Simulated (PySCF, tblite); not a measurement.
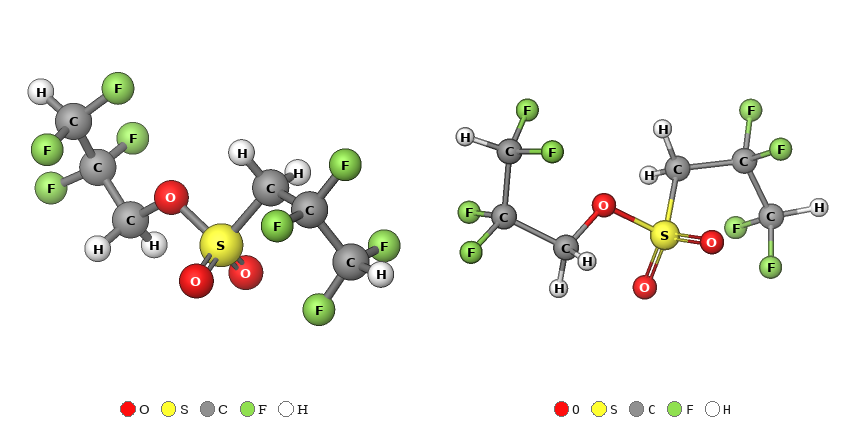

The same structure drawn twice, from different directions.

Computed geometry: GFN2-xTB optimisation. No frequency run is at hand to confirm it as a minimum.

Count the atoms of each element.

Answer. C₆H₆F₈O₃S, 24 atoms: 6 carbon, 6 hydrogen, 8 fluorine, 3 oxygen and 1 sulfur.

Does it have rings?

Answer. It has no ring.

Which point group does it belong to?

Answer. C1.

What is its SMILES?

Answer. O=S(=O)(CC(F)(F)C(F)F)OCC(F)(F)C(F)F

The parts below concern this one geometry. Atoms keep their numbers from picture to picture.

### Geometry

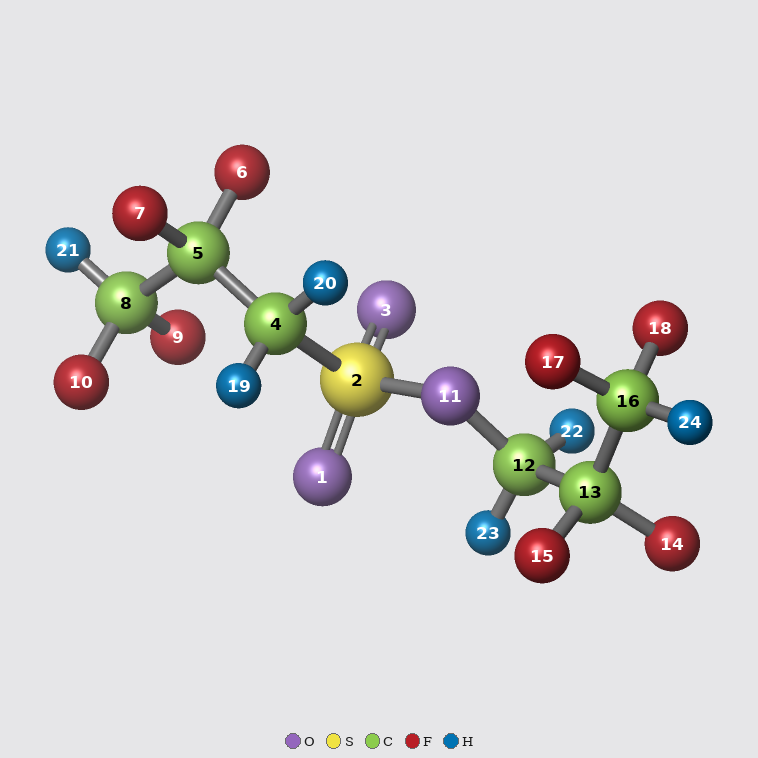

The atoms are numbered. No frequency run is at hand to confirm it as a minimum.

List the bonds and their lengths. Leave out bonds to hydrogen.

```json
{"bond": "O1–S2", "length (Å)": "1.421", "order": "double"}
{"bond": "S2–O3", "length (Å)": "1.417", "order": "double"}
{"bond": "S2–C4", "length (Å)": "1.822", "order": "single"}
{"bond": "S2–O11", "length (Å)": "1.633", "order": "single"}
{"bond": "C4–C5", "length (Å)": "1.511", "order": "single"}
{"bond": "C5–F6", "length (Å)": "1.349", "order": "single"}
{"bond": "C5–F7", "length (Å)": "1.365", "order": "single"}
{"bond": "C5–C8", "length (Å)": "1.546", "order": "single"}
{"bond": "C8–F9", "length (Å)": "1.341", "order": "single"}
{"bond": "C8–F10", "length (Å)": "1.347", "order": "single"}
{"bond": "O11–C12", "length (Å)": "1.405", "order": "single"}
{"bond": "C12–C13", "length (Å)": "1.530", "order": "single"}
{"bond": "C13–F14", "length (Å)": "1.357", "order": "single"}
{"bond": "C13–F15", "length (Å)": "1.352", "order": "single"}
{"bond": "C13–C16", "length (Å)": "1.548", "order": "single"}
{"bond": "C16–F17", "length (Å)": "1.342", "order": "single"}
{"bond": "C16–F18", "length (Å)": "1.344", "order": "single"}
```

### Polarisability

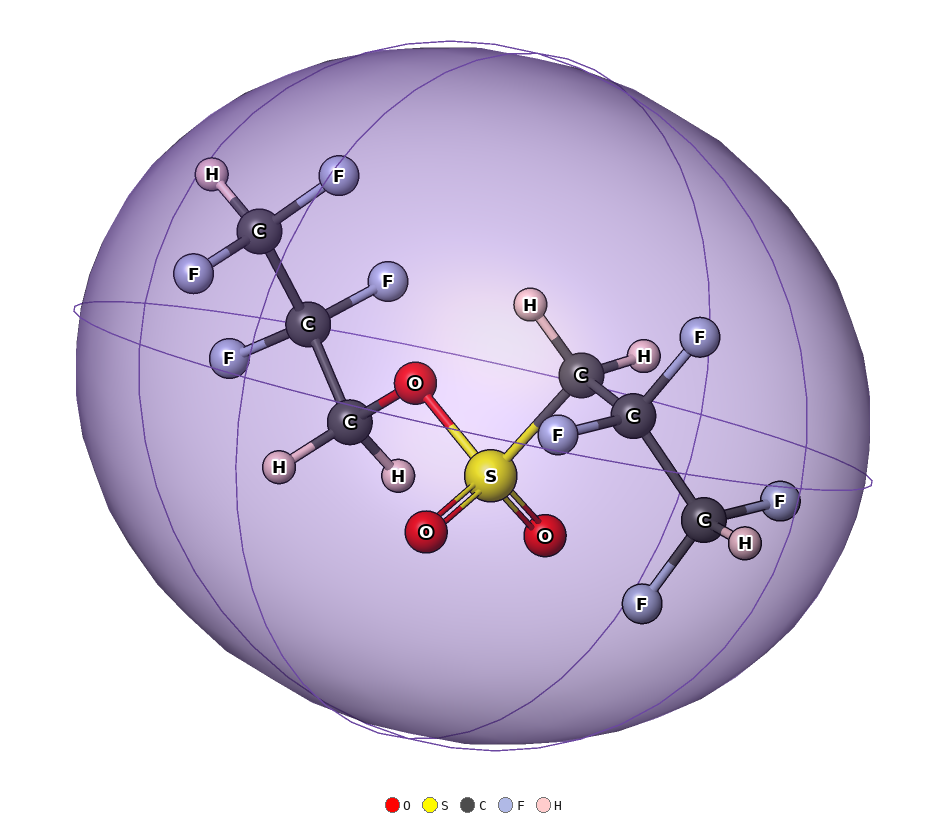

The ellipsoid shows the static dipole polarisability: its half-axes are proportional to the principal values. No frequency run is at hand to confirm it as a minimum. Level of theory: ωB97X-D/def2-SVP (PySCF 2.14.0).

How large and how anisotropic is the polarisability?

Answer. Principal values 72.1, 74.9, 98.5 bohr³; mean 81.8 bohr³ (12.13 Å³); anisotropy 25.0 bohr³, so the longest axis is 1.36 times the shortest.

### NMR shielding

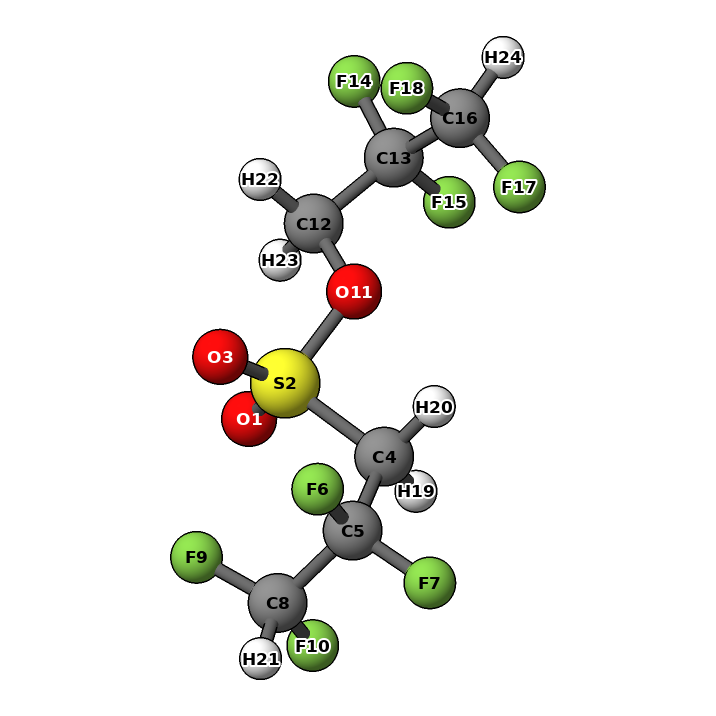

No frequency run is at hand to confirm it as a minimum. Properties computed with GIAO PBE0/pcSseg-1 NMR shielding, non-relativistic, gas phase (PySCF 2.14.0). Principal shieldings σ11 ≤ σ22 ≤ σ33, span Ω = σ33 − σ11, skew κ = 3(σiso − σ22)/Ω.

Which O atom has the most anisotropic shielding?

Answer. O11, with a span of 294 ppm.

Give the shielding tensors of the O atoms.

```tsv
atom	σ11	σ22	σ33	σiso	Ω	κ
O1	54.5	73.1	156.6	94.7	102.1	0.64
O3	57.8	70.0	138.0	88.6	80.2	0.70
O11	19.4	103.3	313.7	145.5	294.3	0.43
```

Shieldings and span in ppm.

### Excitation

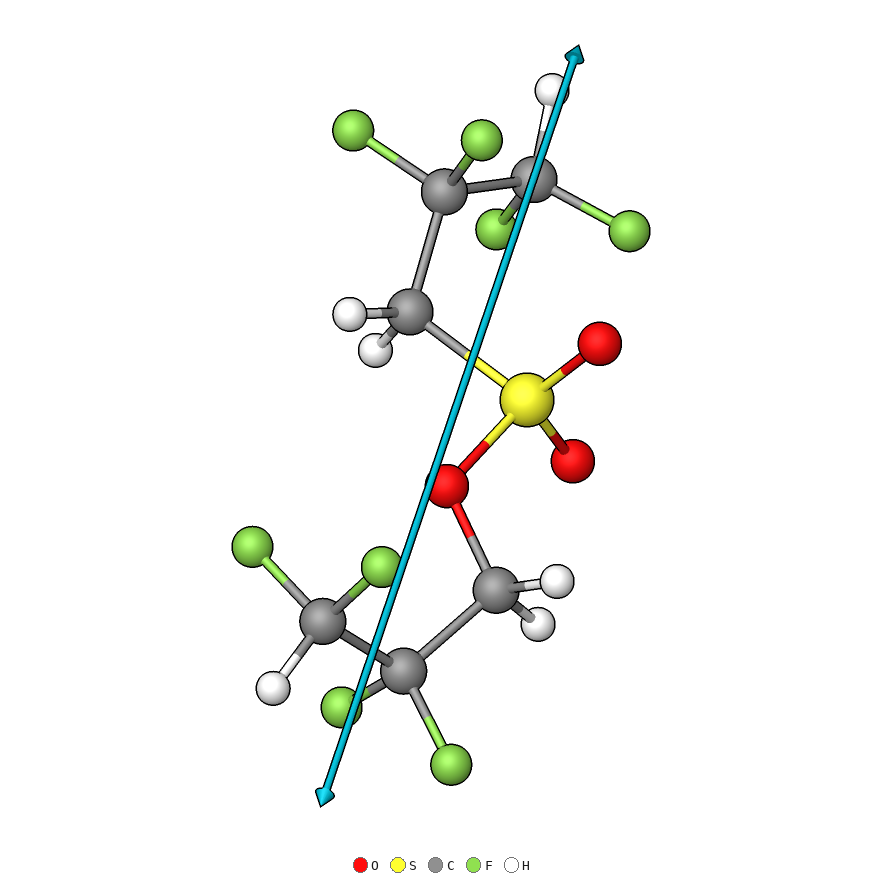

The double arrow shows the direction of the transition dipole to excited singlet state 4 (its length means nothing). No frequency run is at hand to confirm it as a minimum. Method: TDA ωB97X-D/def2-SVP, vertical, gas phase, core orbitals frozen in the response, virtual orbitals cut by energy (PySCF 2.14.0).

Give its energy, strength and character.

Answer. 9.17 eV (135 nm), oscillator strength 0.030, of mixed character, with the largest part HOMO−2 → LUMO (weight 0.39); transition dipole 0.93 D.
